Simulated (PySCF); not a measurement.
# CH7BGeO2: electronic excitations at several levels of theory, part 2 of 2

PySCF 2.14.0. Atoms count from 0. Earlier steps stand in the parts before.

### Step 9. Excited states and response: LC-wPBE/def2-SVPD

What the job is given:

```
{"job": {"kind": "uv", "xc": "LC-wPBE", "basis": "def2-SVPD", "ip": true}, "charge": 0, "multiplicity": 1}
C     -1.863046     0.571598    -0.339327
Ge    -0.515563    -0.454865     0.639215
B      1.383146    -0.152438    -0.155594
O      1.453760     0.282539    -1.437087
O      2.549651    -0.360970     0.518096
H     -2.875192     0.363945     0.034812
H     -1.661434     1.647785    -0.239783
H     -1.814580     0.310911    -1.406285
H     -0.546895    -0.063108     2.139439
H     -0.889822    -1.956497     0.596299
H      2.370658     0.392633    -1.723300
H      2.421848    -0.651457     1.425268
```

Method: TDDFT LC-wPBE/def2-SVPD, vertical, gas phase, core orbitals frozen in the response.

Log:

```text
coarse grid: 45440 points
cycle   1  E = -2293.7811599372  dE = -1.755e-01  |g| = 8.788e-01  |ddm| = 3.966e+00
cycle   2  E = -2293.7985792718  dE = -1.742e-02  |g| = 8.865e-01  |ddm| = 1.440e+00
cycle   3  E = -2293.9235096273  dE = -1.249e-01  |g| = 4.653e-02  |ddm| = 6.942e-01
cycle   4  E = -2293.9242509471  dE = -7.413e-04  |g| = 1.919e-02  |ddm| = 1.246e-01
cycle   5  E = -2293.9243336925  dE = -8.275e-05  |g| = 8.351e-03  |ddm| = 3.622e-02
cycle   6  E = -2293.9243442820  dE = -1.059e-05  |g| = 1.240e-03  |ddm| = 1.208e-02
cycle   7  E = -2293.9243450110  dE = -7.289e-07  |g| = 5.243e-04  |ddm| = 4.079e-03
final grid: 95480 points
cycle   8  E = -2293.9242295052  dE = -2.534e-08  |g| = 4.438e-04  |ddm| = 2.237e-03
cycle   9  E = -2293.9242295538  dE = -4.862e-08  |g| = 4.594e-04  |ddm| = 7.552e-04
cycle  10  E = -2293.9242295867  dE = -3.283e-08  |g| = 2.502e-05  |ddm| = 3.340e-04
cycle  11  E = -2293.9242295872  dE = -4.902e-10  |g| = 1.731e-05  |ddm| = 8.476e-05
converged SCF energy = -2293.9242295872

Static polarisability (au): isotropic 65.943, principal 56.156 67.966 73.706

Singlet excitations
state   eV       nm        f      main configurations
  1   6.9434    178.6   0.02848   H->L+1 0.42, H->L+2 0.31, H->L+3 0.19
  2   7.6997    161.0   0.05004   H->L 0.67, H->L+1 0.13, H->L+2 0.09
  3   8.0371    154.3   0.05043   H->L+3 0.29, H->L+1 0.27, H->L 0.18
  4   8.4695    146.4   0.03354   H-1->L+1 0.38, H-1->L+2 0.24, H-2->L+1 0.19
  5   8.6765    142.9   0.03382   H-2->L+1 0.54, H-1->L+1 0.14, H-2->L 0.08
  6   8.8538    140.0   0.14073   H-2->L 0.39, H-2->L+2 0.25
  7   8.9303    138.8   0.02119   H-1->L+3 0.37, H-3->L 0.22, H-1->L 0.10
  8   8.9683    138.2   0.03676   H-3->L 0.47, H-1->L+3 0.14
  9   9.0865    136.4   0.09425   H->L+2 0.29, H->L+3 0.22
 10   9.1358    135.7   0.12444   H-1->L 0.17, H-2->L+3 0.16, H-1->L+1 0.12

Triplet excitations (Tamm-Dancoff, eV): 5.7348 7.3255 7.5538 7.7708
Vertical ionisation energy (delta-SCF) = 10.2521 eV
```

Wall time 3.8 min (1 thread of Arm Neoverse N1, shared host); peak memory 0.84 GiB.

In short: HOMO -10.60 eV, LUMO 1.48 eV; lowest singlet 6.94 eV.

### Step 10. Ultraviolet spectrum: PBE0/6-31G*

Settings changed since step 9:

```diff
@@ -1,2 +1,2 @@
-{"job": {"kind": "uv", "xc": "LC-wPBE", "basis": "def2-SVPD", "ip": true}, "charge": 0, "multiplicity": 1}
+{"job": {"kind": "uv", "xc": "PBE0", "basis": "6-31G*"}, "charge": 0, "multiplicity": 1}
 C     -1.863046     0.571598    -0.339327
```

With the program's defaults for keys left out, this is: TDDFT PBE0/6-31G*, vertical, gas phase, core orbitals frozen in the response.

Log:

```text
coarse grid: 45440 points
cycle   1  E = -2293.7584847014  dE = -1.730e-01  |g| = 9.212e-01  |ddm| = 3.058e+00
cycle   2  E = -2293.6216390881  dE =  1.368e-01  |g| = 1.253e+00  |ddm| = 1.376e+00
cycle   3  E = -2293.9113404972  dE = -2.897e-01  |g| = 7.845e-02  |ddm| = 8.425e-01
cycle   4  E = -2293.9125320868  dE = -1.192e-03  |g| = 2.881e-02  |ddm| = 7.574e-02
cycle   5  E = -2293.9126847436  dE = -1.527e-04  |g| = 8.386e-03  |ddm| = 2.573e-02
cycle   6  E = -2293.9126988388  dE = -1.410e-05  |g| = 2.561e-03  |ddm| = 7.971e-03
cycle   7  E = -2293.9127001986  dE = -1.360e-06  |g| = 6.256e-04  |ddm| = 2.258e-03
final grid: 95480 points
cycle   8  E = -2293.9126346626  dE =  7.120e-08  |g| = 9.044e-04  |ddm| = 1.226e-03
cycle   9  E = -2293.9126344533  dE =  2.093e-07  |g| = 1.378e-03  |ddm| = 1.525e-03
cycle  10  E = -2293.9126348263  dE = -3.730e-07  |g| = 9.802e-05  |ddm| = 9.031e-04
cycle  11  E = -2293.9126348282  dE = -1.885e-09  |g| = 8.287e-06  |ddm| = 7.405e-05
cycle  12  E = -2293.9126348282  dE = -9.095e-12  |g| = 1.761e-06  |ddm| = 1.002e-05
converged SCF energy = -2293.9126348282

Static polarisability (au): isotropic 55.150, principal 44.397 58.639 62.415

Singlet excitations
state   eV       nm        f      main configurations
  1   6.8572    180.8   0.02974   H->L 0.97
  2   7.4978    165.4   0.00826   H->L+1 0.94
  3   7.9219    156.5   0.04013   H-1->L 0.86
  4   8.2270    150.7   0.02509   H-2->L 0.79, H-1->L 0.08
  5   8.4221    147.2   0.05327   H->L+2 0.86, H-3->L 0.09
  6   8.6575    143.2   0.10657   H-1->L+1 0.74, H-2->L+1 0.10
  7   8.7244    142.1   0.08886   H-3->L 0.54, H-3->L+1 0.23, H->L+2 0.08
  8   8.7756    141.3   0.02237   H-2->L+1 0.74
  9   9.0120    137.6   0.06096   H-3->L+1 0.68, H-3->L 0.17
 10   9.3109    133.2   0.00272   H-4->L 0.91

Triplet excitations (Tamm-Dancoff, eV): 5.7836 6.9585 7.3091 7.3809
```

Wall time 18 s (1 thread of Arm Neoverse N1, shared host); peak memory 0.56 GiB.

Key values: HOMO -7.63 eV, LUMO 0.58 eV; lowest singlet 6.86 eV.

### Step 11. Excited states and response: PBE0/def2-SVP

Settings changed since step 10:

```diff
@@ -1,2 +1,2 @@
-{"job": {"kind": "uv", "xc": "PBE0", "basis": "6-31G*"}, "charge": 0, "multiplicity": 1}
+{"job": {"kind": "uv", "xc": "PBE0", "basis": "def2-SVP"}, "charge": 0, "multiplicity": 1}
 C     -1.863046     0.571598    -0.339327
```

With the program's defaults for keys left out, this is: TDDFT PBE0/def2-SVP, vertical, gas phase, core orbitals frozen in the response.

Log:

```text
coarse grid: 45440 points
cycle   1  E = -2293.6463921674  dE = -2.165e-01  |g| = 9.028e-01  |ddm| = 3.391e+00
cycle   2  E = -2293.5071972355  dE =  1.392e-01  |g| = 1.243e+00  |ddm| = 1.644e+00
cycle   3  E = -2293.7935312515  dE = -2.863e-01  |g| = 7.589e-02  |ddm| = 1.031e+00
cycle   4  E = -2293.7945850558  dE = -1.054e-03  |g| = 2.885e-02  |ddm| = 7.741e-02
cycle   5  E = -2293.7947308539  dE = -1.458e-04  |g| = 8.302e-03  |ddm| = 2.758e-02
cycle   6  E = -2293.7947443778  dE = -1.352e-05  |g| = 2.720e-03  |ddm| = 8.547e-03
cycle   7  E = -2293.7947458370  dE = -1.459e-06  |g| = 6.285e-04  |ddm| = 2.478e-03
final grid: 95480 points
cycle   8  E = -2293.7946859981  dE =  7.348e-08  |g| = 9.038e-04  |ddm| = 1.515e-03
cycle   9  E = -2293.7946857789  dE =  2.192e-07  |g| = 1.392e-03  |ddm| = 1.777e-03
cycle  10  E = -2293.7946861644  dE = -3.856e-07  |g| = 1.012e-04  |ddm| = 1.066e-03
cycle  11  E = -2293.7946861665  dE = -2.038e-09  |g| = 8.734e-06  |ddm| = 8.334e-05
cycle  12  E = -2293.7946861665  dE = -1.228e-11  |g| = 1.887e-06  |ddm| = 1.065e-05
converged SCF energy = -2293.7946861665

Static polarisability (au): isotropic 58.245, principal 48.544 61.346 64.845

Singlet excitations
state   eV       nm        f      main configurations
  1   6.7578    183.5   0.03278   H->L 0.97
  2   7.5961    163.2   0.00546   H->L+1 0.84, H-1->L 0.09
  3   7.7862    159.2   0.03793   H-1->L 0.79, H->L+1 0.10
  4   8.1089    152.9   0.02701   H-2->L 0.78, H-1->L 0.09
  5   8.2177    150.9   0.12106   H->L+2 0.87
  6   8.7257    142.1   0.08770   H-1->L+1 0.66, H-2->L+1 0.13, H-3->L 0.10
  7   8.7439    141.8   0.09624   H-3->L 0.69
  8   8.7904    141.0   0.04250   H-2->L+1 0.67, H-1->L+1 0.19
  9   9.0722    136.7   0.01481   H-3->L+1 0.74
 10   9.2024    134.7   0.17905   H->L+3 0.63, H-4->L 0.10

Triplet excitations (Tamm-Dancoff, eV): 5.6598 7.0432 7.2282 7.2909
```

Run time: 23 s. Hardware: 1 thread of Arm Neoverse N1, shared host; peak memory 0.61 GiB.

This run: HOMO -7.75 eV, LUMO 0.35 eV; lowest singlet 6.76 eV.

### Step 12. Excited states and response: PBE0/def2-TZVP

Settings changed since step 11:

```diff
@@ -1,2 +1,2 @@
-{"job": {"kind": "uv", "xc": "PBE0", "basis": "def2-SVP"}, "charge": 0, "multiplicity": 1}
+{"job": {"kind": "uv", "xc": "PBE0", "basis": "def2-TZVP"}, "charge": 0, "multiplicity": 1}
 C     -1.863046     0.571598    -0.339327
```

With the program's defaults for keys left out, this is: TDDFT PBE0/def2-TZVP, vertical, gas phase, core orbitals frozen in the response.

Log:

```text
coarse grid: 45440 points
cycle   1  E = -2294.1348860306  dE = -1.691e-01  |g| = 1.086e+00  |ddm| = 2.530e+00
cycle   2  E = -2293.9417054950  dE =  1.932e-01  |g| = 1.522e+00  |ddm| = 1.360e+00
cycle   3  E = -2294.3054459535  dE = -3.637e-01  |g| = 1.153e-01  |ddm| = 8.835e-01
cycle   4  E = -2294.3074661384  dE = -2.020e-03  |g| = 4.090e-02  |ddm| = 7.558e-02
cycle   5  E = -2294.3076651211  dE = -1.990e-04  |g| = 7.907e-03  |ddm| = 2.294e-02
cycle   6  E = -2294.3076781920  dE = -1.307e-05  |g| = 2.237e-03  |ddm| = 7.616e-03
cycle   7  E = -2294.3076791576  dE = -9.655e-07  |g| = 7.842e-04  |ddm| = 1.925e-03
final grid: 95480 points
cycle   8  E = -2294.3076502548  dE =  1.473e-07  |g| = 1.292e-03  |ddm| = 1.846e-03
cycle   9  E = -2294.3076497403  dE =  5.145e-07  |g| = 2.173e-03  |ddm| = 1.612e-03
cycle  10  E = -2294.3076505379  dE = -7.976e-07  |g| = 9.273e-05  |ddm| = 1.003e-03
cycle  11  E = -2294.3076505392  dE = -1.338e-09  |g| = 1.095e-05  |ddm| = 5.552e-05
cycle  12  E = -2294.3076505393  dE = -2.274e-11  |g| = 2.573e-06  |ddm| = 9.457e-06
converged SCF energy = -2294.3076505393

Static polarisability (au): isotropic 65.847, principal 55.075 68.045 74.422

Singlet excitations
state   eV       nm        f      main configurations
  1   6.6431    186.6   0.02876   H->L 0.97
  2   7.2900    170.1   0.03963   H->L+1 0.92
  3   7.5230    164.8   0.07768   H->L+2 0.75, H-1->L 0.13
  4   7.6057    163.0   0.03265   H-1->L 0.75, H->L+2 0.16
  5   7.9376    156.2   0.05463   H-2->L 0.84
  6   8.3544    148.4   0.08006   H-1->L+2 0.74, H->L+3 0.09
  7   8.4150    147.3   0.08508   H-1->L+1 0.40, H-2->L+1 0.40
  8   8.5039    145.8   0.06983   H-1->L+1 0.50, H-2->L+1 0.33
  9   8.5133    145.6   0.05850   H->L+3 0.65, H-3->L 0.16
 10   8.6362    143.6   0.03405   H-3->L 0.50, H-3->L+1 0.21, H->L+3 0.13

Triplet excitations (Tamm-Dancoff, eV): 5.5200 6.8355 7.0753 7.1750
```

Wall time 52 s (1 thread of Arm Neoverse N1, shared host); peak memory 0.87 GiB.

This run: HOMO -7.87 eV, LUMO 0.11 eV; lowest singlet 6.64 eV.

### Step 13. Run by run: electronic excitations

Excitations and ground-state properties, with basis size and wall time:

| run | lowest singlet (eV) | brightest (eV) | f | gap (eV) | α (Å³) | μ (D) | functions | time |
| --- | --- | --- | --- | --- | --- | --- | --- | --- |
| PBE/def2-SVPD | 6.09 | 6.09 | 0.070 | 5.79 | 10.68 | 1.04 | 180 | 3.7 min |
| B3LYP/def2-SVPD | 6.52 | 7.89 | 0.094 | 7.44 | 10.27 | 1.04 | 180 | 3.5 min |
| PBE0/def2-SVPD | 6.62 | 8.14 | 0.114 | 7.93 | 10.13 | 1.03 | 180 | 3.4 min |
| BHandHLYP/def2-SVPD | 6.92 | 8.51 | 0.156 | 9.54 | 9.76 | 1.04 | 180 | 2.6 min |
| CAM-B3LYP/def2-SVPD | 6.73 | 8.44 | 0.139 | 9.83 | 10.06 | 1.05 | 180 | 3.1 min |
| wB97X-D/def2-SVPD | 6.76 | 8.38 | 0.130 | 11.22 | 10.04 | 1.05 | 180 | 3.2 min |
| LC-wPBE/def2-SVPD | 6.94 | 8.85 | 0.141 | 12.08 | 9.77 | 1.07 | 180 | 3.8 min |
| PBE0/6-31G* | 6.86 | 8.66 | 0.107 | 8.21 | 8.17 | 1.24 | 102 | 18 s |
| PBE0/def2-SVP | 6.76 | 9.20 | 0.179 | 8.10 | 8.63 | 1.27 | 123 | 23 s |
| PBE0/def2-TZVP | 6.64 | 8.41 | 0.085 | 7.98 | 9.76 | 1.10 | 214 | 52 s |

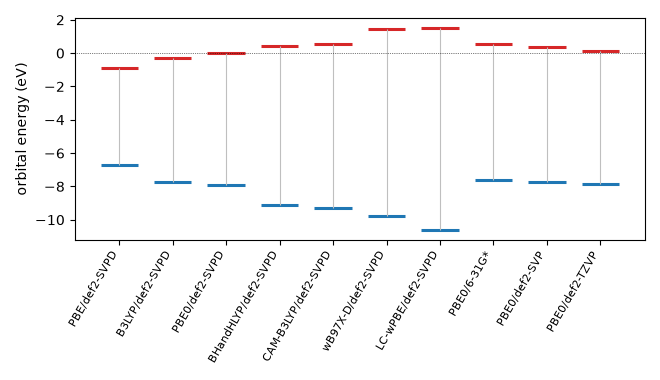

HOMO (blue) and LUMO (red) run by run.

### Step 14. What came out

This closing draws on all 2 parts.

| quantity | value |
| --- | --- |
| point group | C1 |
| rotational constants (main isotopes) | 5.44, 1.95, 1.50 GHz |
| lowest singlet (PBE/def2-SVPD) | 6.09 eV (203 nm), f = 0.070 |
| lowest triplet | 5.28 eV |
| vertical ionisation energy (ΔSCF) | 9.67 eV |
| range of the lowest singlet | 6.09 to 6.94 eV |

What this shows: Single values in the summary come from the first sound run of each kind (PBE/def2-SVPD), which need not be the best level. The start of the PBE0/def2-SVP relaxation was shaken at random by about 0.01 Å, so part of the energy gained, and of the first lengths quoted, undoes that. Over 12 steps the energy fell by 0.195 eV; of the close pairs, Ge1–B2 changed most, 2.027 to 2.080 Å. No frequency check was run at this level, so the end point may be a saddle. The lowest singlet, at 6.09 eV, is HOMO→LUMO+1 0.97 and is bright. The lowest triplet lies 0.81 eV below the lowest singlet (triplets in Tamm-Dancoff, singlets in full TDDFT). The orbital energy would give 6.68 eV for ionisation, ΔSCF gives 9.67 eV. The lowest singlet runs from 6.09 eV (PBE/def2-SVPD) to 6.94 eV (LC-wPBE/def2-SVPD), while the orbital gap spans 5.79 to 12.08 eV. The lowest state need not be the same one in every run. The runs solved for a few states only, so the brightest column depends on that window.
